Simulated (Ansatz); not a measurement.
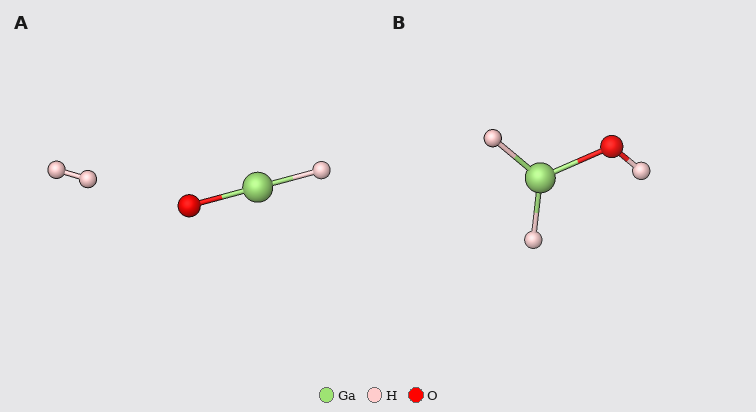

2 stationary structures of one formula. Geometries: PBE0-D4/def2-TZVP. Electronic energies: CCSD(T)/CBS (MP2 limit from def2-TZVPP and def2-QZVPP plus CCSD(T) − MP2) (Ansatz 0.2.0), without zero-point energy.

Rank them by energy, lowest first.

Answer. B is lowest (Cs, a minimum); A lies 201.6 kJ/mol above it (Cs, a minimum).
